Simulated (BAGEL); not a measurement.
# HF/STO-3G (density fitting with qzvpp-jkfit) run of CH4B2ClF (SMILES FBCBCl)

What is the energy change on altering one bond length of CH4B2ClF at HF/STO-3G (density fitting with qzvpp-jkfit)? 

The results are computed with BAGEL 1.2.2.

12 further runs of the same task are left out: 10 that didn't finish, 2 set aside as unsound or not needed. Runs told in other sessions of the task aren't counted.

## 1. The structure to begin with

The species is CH4B2ClF (9 atoms), meant as a singlet with charge 0. SMILES: `FBCBCl`. Geometry: relaxed at GFN2-xTB. This is one conformer, not always the lowest.

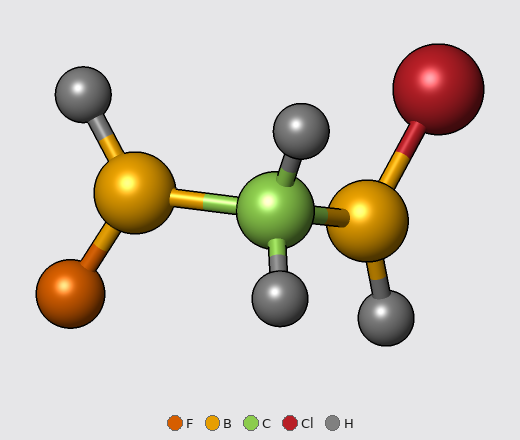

Viewed from a chosen angle; fluorine orange, boron amber, carbon green, chlorine red, hydrogen grey.

## 2. The energy at HF/STO-3G (density fitting with qzvpp-jkfit)

Contents of hf.json:

```json
{ "bagel": [

{
  "title": "molecule",
  "basis": "sto-3g",
  "df_basis": "qzvpp-jkfit",
  "angstrom": true,
  "geometry": [
    { "atom": "F", "xyz": [      -0.703720,      -0.651330,       1.994650 ] },
    { "atom": "B", "xyz": [      -0.042560,       0.248870,       1.299420 ] },
    { "atom": "C", "xyz": [       0.631940,      -0.184840,      -0.061410 ] },
    { "atom": "B", "xyz": [      -0.468470,      -0.167060,      -1.195660 ] },
    { "atom": "Cl", "xyz": [      -0.697720,       1.221460,      -2.134920 ] },
    { "atom": "H", "xyz": [      -0.021720,       1.336680,       1.739310 ] },
    { "atom": "H", "xyz": [       1.012190,      -1.200130,       0.049410 ] },
    { "atom": "H", "xyz": [       1.455080,       0.486450,      -0.297520 ] },
    { "atom": "H", "xyz": [      -1.165020,      -1.090090,      -1.393270 ] }
  ]
},

{ "title": "hf" },

{ "title": "print", "file": "orbitals.molden", "orbitals": true }

]}
```

Command:

```sh
$ BAGEL_NUM_THREADS=1 BAGEL hf.json > hf.out
```

The log of the run:

```text
* using 1 threads per process

  ===============================================================
  ===============================================================

  *** Geometry ***

  { "atom" : "F", "xyz" : [     -1.329838,     -1.230835,      3.769342 ] },
  { "atom" : "B", "xyz" : [     -0.080427,      0.470296,      2.455548 ] },
  { "atom" : "C", "xyz" : [      1.194194,     -0.349297,     -0.116048 ] },
  { "atom" : "B", "xyz" : [     -0.885280,     -0.315698,     -2.259470 ] },
  { "atom" : "Cl", "xyz" : [     -1.318500,      2.308225,     -4.034414 ] },
  { "atom" : "H", "xyz" : [     -0.041045,      2.525959,      3.286820 ] },
  { "atom" : "H", "xyz" : [      1.912762,     -2.267917,      0.093371 ] },
  { "atom" : "H", "xyz" : [      2.749703,      0.919257,     -0.562231 ] },
  { "atom" : "H", "xyz" : [     -2.201569,     -2.059972,     -2.632899 ] },

  Number of auxiliary basis functions:      502

  Since a DF basis is specified, we compute 2- and 3-index integrals:
    o Being stored without compression. Storage requirement is 0.004 GB

  Number of basis functions:       33
  Number of electrons      :       46

    * METHOD: MOLECULE                             0.19

  *** RHF ***

  === Nuclear Repulsion ===
   176.8614927422

      * DIIS with orbital gradients will be used.

  === RHF iteration (sto-3g) ===
      0       -641.10110048          0.01522922           0.02
      1       -641.19542003          0.00396341           0.02
      2       -641.20127475          0.00094857           0.02
      3       -641.20175684          0.00012428           0.02
      4       -641.20176442          0.00003842           0.02
      5       -641.20176524          0.00000713           0.02
      6       -641.20176527          0.00000194           0.02
      7       -641.20176528          0.00000061           0.02
      8       -641.20176528          0.00000019           0.02
      9       -641.20176528          0.00000005           0.02
     10       -641.20176528          0.00000001           0.02
     11       -641.20176528          0.00000000           0.02
    * SCF iteration converged.

    * Permanent dipole moment:
           (   -0.300112,     0.422482,    -0.317291) a.u.

    * METHOD: HF                                   0.37

    * METHOD: PRINT                                0.00

  ===============================================================
```

Run time: 0.68 s. Hardware: 1 thread of Arm Neoverse V1, shared host.

## 3. The distorted shape at the same level

Contents of job.json:

```json
{ "bagel" : [

{
  "title" : "molecule",
  "basis" : "sto-3g",
  "df_basis" : "qzvpp-jkfit",
  "angstrom" : true,
  "geometry" : [
    { "atom" : "F", "xyz" : [   -0.902070,   -0.921392,    2.203221 ] },
    { "atom" : "B", "xyz" : [   -0.042560,    0.248870,    1.299420 ] },
    { "atom" : "C", "xyz" : [    0.631940,   -0.184840,   -0.061410 ] },
    { "atom" : "B", "xyz" : [   -0.468470,   -0.167060,   -1.195660 ] },
    { "atom" : "Cl", "xyz" : [   -0.697720,    1.221460,   -2.134920 ] },
    { "atom" : "H", "xyz" : [   -0.021720,    1.336680,    1.739310 ] },
    { "atom" : "H", "xyz" : [    1.012190,   -1.200130,    0.049410 ] },
    { "atom" : "H", "xyz" : [    1.455080,    0.486450,   -0.297520 ] },
    { "atom" : "H", "xyz" : [   -1.165020,   -1.090090,   -1.393270 ] }
  ]
},
{ "title" : "hf" },
{ "title" : "print", "file" : "orbitals.molden", "orbitals" : true }

]}
```

Command:

```sh
$ BAGEL_NUM_THREADS=1 BAGEL job.json > job.out
```

The log of the run:

```text
* using 1 threads per process

  ===============================================================
  ===============================================================

  *** Geometry ***

  { "atom" : "F", "xyz" : [     -1.704665,     -1.741179,      4.163484 ] },
  { "atom" : "B", "xyz" : [     -0.080427,      0.470296,      2.455548 ] },
  { "atom" : "C", "xyz" : [      1.194194,     -0.349297,     -0.116048 ] },
  { "atom" : "B", "xyz" : [     -0.885280,     -0.315698,     -2.259470 ] },
  { "atom" : "Cl", "xyz" : [     -1.318500,      2.308225,     -4.034414 ] },
  { "atom" : "H", "xyz" : [     -0.041045,      2.525959,      3.286820 ] },
  { "atom" : "H", "xyz" : [      1.912762,     -2.267917,      0.093371 ] },
  { "atom" : "H", "xyz" : [      2.749703,      0.919257,     -0.562231 ] },
  { "atom" : "H", "xyz" : [     -2.201569,     -2.059972,     -2.632899 ] },

  Number of auxiliary basis functions:      502

  Since a DF basis is specified, we compute 2- and 3-index integrals:
    o Being stored without compression. Storage requirement is 0.004 GB

  Number of basis functions:       33
  Number of electrons      :       46

    * METHOD: MOLECULE                             0.19

  *** RHF ***

  === Nuclear Repulsion ===
   168.9395946253

      * DIIS with orbital gradients will be used.

  === RHF iteration (sto-3g) ===
      0       -640.92168449          0.01989527           0.02
      1       -641.07490451          0.00909836           0.02
      2       -641.10029823          0.00216946           0.02
      3       -641.10294617          0.00067431           0.02
      4       -641.10328359          0.00028979           0.02
      5       -641.10336151          0.00002382           0.02
      6       -641.10336181          0.00000565           0.02
      7       -641.10336182          0.00000103           0.02
      8       -641.10336182          0.00000030           0.02
      9       -641.10336182          0.00000007           0.02
     10       -641.10336182          0.00000003           0.02
     11       -641.10336182          0.00000001           0.02
     12       -641.10336182          0.00000000           0.02
    * SCF iteration converged.

    * Permanent dipole moment:
           (   -0.519972,     0.148746,    -0.000768) a.u.

    * METHOD: HF                                   0.38

    * METHOD: PRINT                                0.00

  ===============================================================
```

Run time: 0.7 s. Hardware: 1 thread of Arm Neoverse V1, shared host.

## 4. Summary of results

Level: HF/STO-3G (density fitting with qzvpp-jkfit).

| quantity | value |
| --- | --- |
| first shape: total energy | -641.20177 Eh |
| first shape: dipole moment | 1.54 D |
| first shape: HOMO energy | -10.12 eV |
| first shape: LUMO energy | 5.63 eV |
| first shape: HOMO–LUMO gap | 15.75 eV |
| distorted shape: total energy | -641.10336 Eh |
| distorted shape: dipole moment | 1.37 D |
| distorted shape: HOMO energy | -10.41 eV |
| distorted shape: LUMO energy | 5.03 eV |
| distorted shape: HOMO–LUMO gap | 15.44 eV |
| energy change with the F1–B2 bond stretched from 1.316 to 1.710 Å | 2.678 eV |

**Reading.** With the F1–B2 bond stretched from 1.316 to 1.710 Å the energy rises by 2.68 eV (258 kJ/mol). The first shape isn't relaxed at this level, so the change isn't measured from a minimum. The minimal basis adds a large error of its own.
